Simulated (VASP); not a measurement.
## Cr2B with r2SCAN: from relaxation to properties

What structure does Cr2B take at this level, and what are its properties? The steps: full relaxation (r2SCAN), density, ELF and potential (r2SCAN), bands along the symmetry lines (r2SCAN), density of states (r2SCAN) and electric field gradients (r2SCAN). The start is a computed cell from the Materials Project.

Calculated with VASP 6.6.1; r2SCAN, spin-polarised from a ferromagnetic start; plane waves and PAW (Cr_pv, B).

## 1. The structure

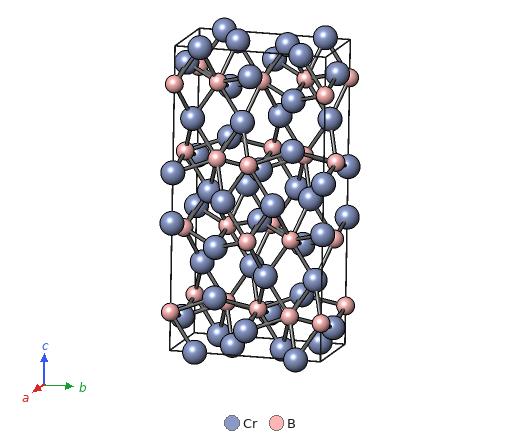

Start, viewed slightly off an axis; chromium light blue, boron pink. This picture shows the conventional cell, with its axes. Some periodic images of atoms are drawn too.

As a file:

```xyz
12
Lattice="4.1892 0.0000 0.0000 -2.0946 -3.6487 0.0000 -2.0946 0.0000 -7.2532" Properties=species:S:1:pos:R:3 pbc="T T T"
Cr   -1.0473   -1.8244   -2.4244
Cr    2.0946    0.0000   -1.2022
Cr    1.0473   -0.6191   -3.6266
Cr    0.0000    0.0000   -6.0510
Cr    0.0000   -1.2053    0.0000
Cr    1.0473   -3.0296   -3.6266
Cr   -1.0473   -1.8244   -4.8288
Cr    2.0946   -2.4434    0.0000
B     0.0000    0.0000   -1.8227
B     1.0473   -1.8244   -5.4493
B     2.0946    0.0000   -5.4304
B     1.0473   -1.8244   -1.8038
```

## 2. Full relaxation (r2SCAN)

The start need not lie at this functional's minimum. ISIF = 3 frees volume, shape and positions, and EDIFFG sets the threshold on forces and stress at which the search stops. r2SCAN adds the kinetic-energy density, costs more than a GGA and is run with LASPH.

Contents of INCAR:

```
SYSTEM = Cr2B
PREC = Accurate
ENCUT = 420
EDIFF = 1E-06
NELM = 100
ISMEAR = 1
SIGMA = 0.2
LREAL = .FALSE.
ALGO = Normal
METAGGA = R2SCAN
LASPH = .TRUE.
NBANDS = 86
ISPIN = 2
MAGMOM = 3 3 3 3 3 3 3 3 0 0 0 0
LMAXMIX = 4
LORBIT = 11
LWAVE = .FALSE.
LCHARG = .FALSE.
KPAR = 8
IBRION = 2
NSW = 60
ISIF = 3
EDIFFG = -0.01
```

Contents of POSCAR:

```
Cr2B
1.0
    4.1891535314      0.0000000000      0.0000000000
   -2.0945767657     -3.6487131700      0.0000000000
   -2.0945767657      0.0000000000     -7.2531816194
Cr B
8 4
Direct
    0.1671285400      0.5000000000      0.3342570800
    0.5828714600      0.0000000000      0.1657429200
    0.5848351600      0.1696703200      0.5000000000
    0.4171285400      0.0000000000      0.8342570800
    0.1651648400      0.3303296800      0.0000000000
    0.9151648400      0.8303296800      0.5000000000
    0.3328714600      0.5000000000      0.6657429200
    0.8348351600      0.6696703200      0.0000000000
    0.1256517200      0.0000000000      0.2513034400
    0.8756517200      0.5000000000      0.7513034400
    0.8743482800      0.0000000000      0.7486965600
    0.6243482800      0.5000000000      0.2486965600
```

Contents of KPOINTS:

```
Automatic mesh
0
Gamma
6 6 6
0 0 0
```

Potentials, in the order of the species: Cr_pv and B (PBE family, release 64).

The run is started by

```bash
$ mpirun -np 8 vasp_std
```

Output:

```text
[banner, memory and clock lines left out]
running    8 mpi-ranks, on    1 nodes
 distrk:  each k-point on    1 cores,    8 groups
 distr:  one band on    1 cores,    1 groups

 POSCAR found type information on POSCAR CrB
 POSCAR found :  2 types and      12 ions
|                                                                             |
|           W    W    AA    RRRRR   N    N  II  N    N   GGGG   !!!           |
|           W    W   A  A   R    R  NN   N  II  NN   N  G    G  !!!           |
|           W    W  A    A  R    R  N N  N  II  N N  N  G       !!!           |
|           W WW W  AAAAAA  RRRRR   N  N N  II  N  N N  G  GGG   !            |
|           WW  WW  A    A  R   R   N   NN  II  N   NN  G    G                |
|           W    W  A    A  R    R  N    N  II  N    N   GGGG   !!!           |
|                                                                             |
|     For optimal performance we recommend to set                             |
|       NCORE = 2 up to number-of-cores-per-socket                            |
|     NCORE specifies how many cores store one orbital (NPAR=cpu/NCORE).      |
|     This setting can greatly improve the performance of VASP for DFT.       |
|     The default, NCORE=1 might be grossly inefficient on modern             |
|     multi-core architectures or massively parallel machines. Do your        |
|     Unfortunately you need to use the default for GW and RPA                |
|     calculations (for HF NCORE is supported but not extensively tested      |
|     yet).                                                                   |
|                                                                             |

|                                                                             |
|               ----> ADVICE to this user running VASP <----                  |
|                                                                             |
|     You enforced a specific xc type in the INCAR file but a different       |
|     [... a line on the potential file left out ...]
|     I HOPE YOU KNOW WHAT YOU ARE DOING!                                     |
|                                                                             |

 LDA part: xc-table for (None), standard interpolation
 POSCAR, INCAR and KPOINTS ok, starting setup
 FFT: planning ... GRIDC
 FFT: planning ... GRID_SOFT
 FFT: planning ... GRID
 WAVECAR not read
 entering main loop
       N       E                     dE             d eps       ncg     rms          rms(c)
DAV:   1     0.136064304995E+04    0.13606E+04   -0.50074E+04 15904   0.138E+03
DAV:   2    -0.788155041857E+02   -0.14395E+04   -0.13495E+04 15824   0.471E+02
DAV:   3    -0.184398761283E+03   -0.10558E+03   -0.99251E+02 16452   0.145E+02
DAV:   4    -0.187263445597E+03   -0.28647E+01   -0.28353E+01 17784   0.235E+01
DAV:   5    -0.187394243333E+03   -0.13080E+00   -0.13045E+00 24104   0.366E+00    0.660E+01
DAV:   6    -0.146362689602E+03    0.41032E+02   -0.15363E+02 18526   0.750E+01    0.247E+01
DAV:   7    -0.150757947444E+03   -0.43953E+01   -0.24154E+01 18330   0.233E+01    0.115E+01
DAV:   8    -0.152456520450E+03   -0.16986E+01   -0.55864E+00 21006   0.189E+01    0.129E+01
DAV:   9    -0.151819833192E+03    0.63669E+00   -0.21552E+00 20046   0.113E+01    0.597E+00
DAV:  10    -0.152381574847E+03   -0.56174E+00   -0.10553E+00 17780   0.465E+00    0.294E+00
DAV:  11    -0.152426753607E+03   -0.45179E-01   -0.12009E-01 18522   0.154E+00    0.137E+00
DAV:  12    -0.152441555661E+03   -0.14802E-01   -0.45077E-02 17848   0.897E-01    0.687E-01
DAV:  13    -0.152444755068E+03   -0.31994E-02   -0.84917E-03 17766   0.353E-01    0.352E-01
DAV:  14    -0.152447078002E+03   -0.23229E-02   -0.55129E-03 19020   0.252E-01    0.242E-01
DAV:  15    -0.152449165939E+03   -0.20879E-02   -0.54717E-03 19414   0.264E-01    0.130E-01
DAV:  16    -0.152449641902E+03   -0.47596E-03   -0.12528E-03 17928   0.127E-01    0.769E-02
DAV:  17    -0.152449909848E+03   -0.26795E-03   -0.88854E-04 19344   0.100E-01    0.489E-02
DAV:  18    -0.152450022826E+03   -0.11298E-03   -0.30154E-04 18818   0.598E-02    0.305E-02
DAV:  19    -0.152450080570E+03   -0.57745E-04   -0.32082E-04 19372   0.619E-02    0.148E-02
DAV:  20    -0.152450098666E+03   -0.18096E-04   -0.49831E-05 17416   0.247E-02    0.969E-03
DAV:  21    -0.152450100574E+03   -0.19079E-05   -0.17265E-05 16186   0.145E-02    0.410E-03
DAV:  22    -0.152450100538E+03    0.36125E-07   -0.30362E-06 12534   0.685E-03
   1 F= -.15245010E+03 E0= -.15245004E+03  d E =-.152450E+03  mag=     0.0007
 curvature:   0.00 expect dE= 0.000E+00 dE for cont linesearch  0.000E+00
 trial: gam= 0.00000 g(F)=  0.785E-04 g(S)=  0.351E-02 ort = 0.000E+00 (trialstep = 0.100E+01)
 search vector abs. value=  0.358E-02
 bond charge predicted
       N       E                     dE             d eps       ncg     rms          rms(c)
DAV:   1    -0.152514502450E+03   -0.64402E-01   -0.12654E+00 15932   0.749E+00    0.250E+00
DAV:   2    -0.152456607976E+03    0.57894E-01   -0.38275E-01 16526   0.348E+00    0.673E-01
DAV:   3    -0.152450843324E+03    0.57647E-02   -0.21493E-02 17284   0.107E+00    0.399E-01
DAV:   4    -0.152450846062E+03   -0.27374E-05   -0.66548E-03 19492   0.971E-01    0.410E-01
DAV:   5    -0.152449225741E+03    0.16203E-02   -0.25795E-03 20010   0.515E-01    0.139E-01
DAV:   6    -0.152449219453E+03    0.62889E-05   -0.59112E-04 17568   0.130E-01    0.954E-02
DAV:   7    -0.152449137388E+03    0.82065E-04   -0.21998E-04 17814   0.889E-02    0.165E-02
DAV:   8    -0.152449133939E+03    0.34483E-05   -0.12724E-05 16782   0.192E-02    0.478E-03
DAV:   9    -0.152449133475E+03    0.46464E-06   -0.53815E-07  8876   0.555E-03
   2 F= -.15244913E+03 E0= -.15244915E+03  d E =0.967063E-03  mag=     0.0001
 trial-energy change:    0.000967  1 .order    0.001075   -0.003584    0.005734
 step:   0.4013(harm=  0.3846)  dis= 0.00035  next Energy=  -152.450827 (dE=-0.726E-03)
 bond charge predicted
       N       E                     dE             d eps       ncg     rms          rms(c)
DAV:   1    -0.152474566446E+03   -0.25433E-01   -0.45609E-01 15932   0.451E+00    0.150E+00
DAV:   2    -0.152453517406E+03    0.21049E-01   -0.14076E-01 16488   0.211E+00    0.409E-01
DAV:   3    -0.152451365648E+03    0.21518E-02   -0.83038E-03 17080   0.663E-01    0.249E-01
DAV:   4    -0.152451315589E+03    0.50059E-04   -0.24478E-03 19412   0.590E-01    0.239E-01
DAV:   5    -0.152450800892E+03    0.51470E-03   -0.88062E-04 20036   0.300E-01    0.875E-02
DAV:   6    -0.152450822014E+03   -0.21122E-04   -0.22272E-04 17266   0.801E-02    0.592E-02
DAV:   7    -0.152450823073E+03   -0.10595E-05   -0.83466E-05 17726   0.543E-02    0.993E-03
DAV:   8    -0.152450824945E+03   -0.18720E-05   -0.45778E-06 14372   0.114E-02    0.313E-03
DAV:   9    -0.152450825047E+03   -0.10183E-06   -0.26046E-07  8584   0.363E-03
   3 F= -.15245083E+03 E0= -.15245080E+03  d E =-.724510E-03  mag=     0.0000
 curvature:  -0.19 expect dE=-0.181E-04 dE for cont linesearch -0.654E-06
 trial: gam= 0.05716 g(F)=  0.324E-04 g(S)=  0.620E-04 ort =-0.110E-03 (trialstep = 0.880E+00)
 search vector abs. value=  0.935E-04
 reached required accuracy - stopping structural energy minimisation
```

Elapsed: 10 min, on 8 MPI ranks of Intel Xeon 6975P-C (Granite Rapids), shared host; peak memory 4.4 GiB; 71 min of CPU time.

The logs omit lines about the potential files and the build; timing stands in the text.

From OUTCAR (step 2):

```text
ion  position               nearest neighbor table
   1  0.167  0.500  0.334-  12 2.18  12 2.18   9 2.19   9 2.19   7 2.40   2 2.43   2 2.43   3 2.70
                             6 2.70   6 2.70   3 2.70   5 2.71   8 2.71   3 2.72   6 2.72
   2  0.583  0.000  0.166-   9 2.18   9 2.18  12 2.19  12 2.19   4 2.40   1 2.43   1 2.43   5 2.70
                             8 2.70   8 2.70   5 2.70   3 2.71   6 2.71   8 2.72   5 2.72
   3  0.585  0.170  0.500-   9 2.18  11 2.18  10 2.19  12 2.19   6 2.41   6 2.43   6 2.43   1 2.70
                             7 2.70   7 2.70   1 2.70   4 2.71   2 2.71   7 2.72   1 2.72
   4  0.417  0.000  0.834-  11 2.18  11 2.18  10 2.19  10 2.19   2 2.40   7 2.43   7 2.43   8 2.70
                             5 2.70   5 2.70   8 2.70   6 2.71   3 2.71   5 2.72   8 2.72
   5  0.165  0.330  0.000-  12 2.18  10 2.18  11 2.19   9 2.19   8 2.41   8 2.43   8 2.43   2 2.70
                             4 2.70   4 2.70   2 2.70   7 2.71   1 2.71   2 2.72   4 2.72
   6  0.915  0.830  0.500-   9 2.18  11 2.18  10 2.19  12 2.19   3 2.41   3 2.43   3 2.43   7 2.70
                             1 2.70   1 2.70   7 2.70   4 2.71   2 2.71   7 2.72   1 2.72
   7  0.333  0.500  0.666-  10 2.18  10 2.18  11 2.19  11 2.19   1 2.40   4 2.43   4 2.43   6 2.70
                             3 2.70   3 2.70   6 2.70   5 2.71   8 2.71   3 2.72   6 2.72
   8  0.835  0.670  0.000-  12 2.18  10 2.18  11 2.19   9 2.19   5 2.41   5 2.43   5 2.43   4 2.70
                             2 2.70   2 2.70   4 2.70   7 2.71   1 2.71   2 2.72   4 2.72
   9  0.126  0.000  0.251-  12 2.10  12 2.10   3 2.18   6 2.18   2 2.18   2 2.18   8 2.19   5 2.19
                             1 2.19   1 2.19
  10  0.876  0.500  0.751-  11 2.10  11 2.10   5 2.18   8 2.18   7 2.18   7 2.18   6 2.19   3 2.19
                             4 2.19   4 2.19
  11  0.874  0.000  0.749-  10 2.10  10 2.10   3 2.18   6 2.18   4 2.18   4 2.18   5 2.19   8 2.19
                             7 2.19   7 2.19
  12  0.624  0.500  0.249-   9 2.10   9 2.10   8 2.18   5 2.18   1 2.18   1 2.18   3 2.19   6 2.19
                             2 2.19   2 2.19

  LATTYP: Found a face centered orthorhombic cell.
 ALAT       =     4.1891535314
 B/A-ratio  =     1.7419811151
 C/A-ratio  =     3.4628387645

 Subroutine GETGRP returns: Found  8 space group operations
 (whereof  4 operations were pure point group operations)

The static configuration has the point symmetry D_2 .
 The point group associated with its full space group is D_2h.

 Found     46 irreducible k-points:

   k-points           NKPTS =     46   k-points in BZ     NKDIM =     46   number of bands    NBANDS=     86

   dimension x,y,z NGX =    28 NGY =   28 NGZ =   50
   dimension x,y,z NGXF=    56 NGYF=   56 NGZF=  100

   ENCUT  =  420.0 eV  30.87 Ry    5.56 a.u.   7.00  7.03 12.62*2*pi/ulx,y,z

   NELECT =     108.0000    total number of electrons

 k-points in reciprocal lattice and weights: Automatic mesh
   0.00000000  0.00000000  0.00000000       0.005
   0.16666667  0.00000000  0.00000000       0.037
   0.33333333  0.00000000  0.00000000       0.037
   0.50000000  0.00000000  0.00000000       0.019
   0.00000000  0.16666667  0.00000000       0.009
   0.16666667  0.16666667  0.00000000       0.037
   0.33333333  0.16666667  0.00000000       0.037
   0.50000000  0.16666667  0.00000000       0.037
  -0.33333333  0.16666667  0.00000000       0.019
[...]
0.00000000  0.33333333  0.50000000       0.009
   0.00000000  0.50000000  0.50000000       0.005

 average (electrostatic) potential at core
       1 -70.6466       2 -70.6466       3 -70.6483       4 -70.6466       5 -70.6483
       6 -70.6483       7 -70.6466       8 -70.6483       9 -22.5205      10 -22.5205
      11 -22.5205      12 -22.5205

 E-fermi :  10.9769

 spin component 1
 k-point     1 :       0.0000    0.0000    0.0000
  band No.  band energies     occupation
    ...
     51      10.5955      1.01068
     52      10.6170      1.01446
     53      10.6805      1.02845
     54      10.7814      1.02264
     55      10.8503      0.93419
     56      10.9838      0.47052
     57      11.0844      0.10984
     58      11.1676     -0.01963
     59      12.0521     -0.00000
     60      12.1800     -0.00000
    ...

 k-point     2 :       0.1667    0.0000    0.0000
  band No.  band energies     occupation
    ...
     51      10.4655      1.00089
     52      10.5717      1.00734
     53      10.7550      1.03307
     54      10.8585      0.91626
     55      10.9302      0.69144
     56      11.0112      0.35716
     57      11.1915     -0.03116
     58      11.4111     -0.00442
     59      12.1732     -0.00000
     60      12.2335     -0.00000
    ...

 k-point     3 :       0.3333    0.0000    0.0000
  band No.  band energies     occupation
    ...
     51      10.1097      1.00000
     52      10.4756      1.00113
     53      10.7630      1.03090
     54      10.8549      0.92433
     55      10.9711      0.52422
     56      11.3820     -0.00735
     57      11.6857     -0.00000
     58      11.7921     -0.00000
     59      11.9158     -0.00000
     60      12.2134     -0.00000
    ...

 k-point     4 :       0.5000    0.0000    0.0000
  band No.  band energies     occupation
    ...
     51       9.9664      1.00000
     52      10.3277      1.00002
     53      10.7494      1.03413
     54      10.8273      0.97551
     55      10.9723      0.51952
     56      11.3069     -0.02076
     57      11.5604     -0.00015
     58      11.7533     -0.00000
     59      12.2008     -0.00000
     60      12.2568     -0.00000
    ...

 k-point     5 :       0.0000    0.1667    0.0000
  band No.  band energies     occupation
    ...
     50      10.1711      1.00000
     51      10.2898      1.00001
     52      10.2933      1.00001
     53      10.7632      1.03084
     54      10.7662      1.02982
     55      11.1245      0.02748
     56      11.1453     -0.00009
     57      11.3464     -0.01266
     58      11.3942     -0.00598
     59      12.2446     -0.00000
    ...

 k-point     6 :       0.1667    0.1667    0.0000
  band No.  band energies     occupation
    ...
     50      10.0095      1.00000
     51      10.2032      1.00000
     52      10.3038      1.00001
     53      10.5374      1.00402
     54      10.6567      1.02304
     55      11.2584     -0.03148
     56      11.3106     -0.01994
     57      11.6566     -0.00001
     58      11.8421     -0.00000
     59      12.0500     -0.00000
    ...

  Total        0.0215836     -0.0275757      0.1191336      0.0000000      0.0000000      0.0000000
  in kB        0.3127143     -0.3995317      1.7260719      0.0000000      0.0000000      0.0000000
  external PRESSURE =       0.5464182 kB  Pullay stress =       0.0000000 kB

  energy-cutoff  :      420.00
  volume of cell :      110.58
      direct lattice vectors                 reciprocal lattice vectors
     4.185337375  0.000000000  0.000000000     0.238929365 -0.137176921 -0.068976882
    -2.092668688 -3.644928005  0.000000000     0.000000000 -0.274353841  0.000000000
    -2.092668688  0.000000000 -7.248805481     0.000000000  0.000000000 -0.137953764

 POSITION                                       TOTAL-FORCE (eV/Angst)
 -----------------------------------------------------------------------------------
     -1.04633     -1.82246     -2.42314         0.000000      0.000000     -0.009418
      2.09267      0.00000     -1.20127         0.000000      0.000000      0.009418
      1.04633     -0.61878     -3.62440         0.000000     -0.008792      0.000000
      0.00000      0.00000     -6.04754         0.000000      0.000000     -0.009418
      0.00000     -1.20368     -0.00000        -0.000000      0.008792      0.000000
      1.04633     -3.02614     -3.62440        -0.000000      0.008792      0.000000
     -1.04633     -1.82246     -4.82567        -0.000000      0.000000      0.009418
      2.09267     -2.44125     -0.00000         0.000000     -0.008792      0.000000
      0.00000      0.00000     -1.82162         0.000000      0.000000     -0.001439
      1.04633     -1.82246     -5.44602        -0.000000      0.000000     -0.001439
      2.09267      0.00000     -5.42719         0.000000      0.000000      0.001439
      1.04633     -1.82246     -1.80278         0.000000      0.000000      0.001439
 -----------------------------------------------------------------------------------
    total drift:                               -0.000000     -0.000000     -0.000000

  FREE ENERGIE OF THE ION-ELECTRON SYSTEM (eV)
  ---------------------------------------------------
  free  energy   TOTEN  =      -152.4508250473 eV

  energy  without entropy=     -152.4507428852  energy(sigma->0) =     -152.45079766

 reached required accuracy - stopping structural energy minimisation

 total charge
# of ion       s       p       d       tot
------------------------------------------
    1        0.604   6.482   4.249  11.335
    2        0.604   6.482   4.249  11.335
    3        0.604   6.484   4.250  11.339
    4        0.604   6.482   4.249  11.335
    5        0.604   6.484   4.250  11.339
    6        0.604   6.484   4.250  11.339
    7        0.604   6.482   4.249  11.335
    8        0.604   6.484   4.250  11.339
    9        0.719   1.201   0.000   1.920
   10        0.719   1.201   0.000   1.920
   11        0.719   1.201   0.000   1.920
   12        0.719   1.201   0.000   1.920
--------------------------------------------------
tot          7.707  56.672  33.997  98.375

 magnetization (x)
# of ion       s       p       d       tot
------------------------------------------
    1        0.000   0.000   0.000   0.000
    2        0.000   0.000   0.000   0.000
    3       -0.000   0.000   0.000   0.000
    4        0.000   0.000   0.000   0.000
    5       -0.000   0.000   0.000   0.000
    6       -0.000   0.000   0.000   0.000
    7        0.000   0.000   0.000   0.000
    8       -0.000   0.000   0.000   0.000
    9       -0.000  -0.000   0.000  -0.000
   10       -0.000  -0.000   0.000  -0.000
   11       -0.000  -0.000   0.000  -0.000
   12       -0.000  -0.000   0.000  -0.000
--------------------------------------------------
tot         -0.000  -0.000   0.000   0.000

[... 6 further parts left out ...]
```

CONTCAR:

```
Cr2B
   1.00000000000000
     4.1853373751436678    0.0000000000000000    0.0000000000000000
    -2.0926686875718339   -3.6449280047968164    0.0000000000000000
    -2.0926686875718339    0.0000000000000000   -7.2488054812558254
  Cr              B
     8     4
Direct
     0.1671404133578611    0.5000000000000000    0.3342808267157223
     0.5828595866421389    0.0000000000000000    0.1657191732842777
     0.5848827994191218    0.1697655988382506    0.5000000000000000
     0.4171404133578611    0.0000000000000000    0.8342808267157222
     0.1651172005808783    0.3302344011617495    0.0000000000000000
     0.9151172005808782    0.8302344011617494    0.5000000000000000
     0.3328595866421389    0.5000000000000000    0.6657191732842778
     0.8348827994191218    0.6697655988382506    0.0000000000000000
     0.1256496902445424    0.0000000000000000    0.2512993804890848
     0.8756496902445424    0.5000000000000000    0.7512993804890848
     0.8743503097554576    0.0000000000000000    0.7487006195109152
     0.6243503097554576    0.5000000000000000    0.2487006195109152
```

The moments of the start collapse, so the state is non-magnetic; other starts or orders were not tried. The PAW data sets were made with PBE, which is usual practice but a small mismatch for other functionals. The run keeps the 8 symmetry operations of its start, so it cannot find a distortion of lower symmetry.

(Continued in part 2 of 4.)

[Lines on the potential files, build, host, timing and source positions are cut from VASP's logs without a mark.]

[Logs are printed without paths, hosts, clocks, repeated set-up lines and the standing remarks that a program may print on its own settings, such as how far it seeks lower states.]

[Hosts, paths, dates, database ids (printed as entryN), source tags and the programs' standing remarks are cut or masked in the printed files.]

[A measured line is paired with the nearest computed mode of its activity, which favours agreement.]
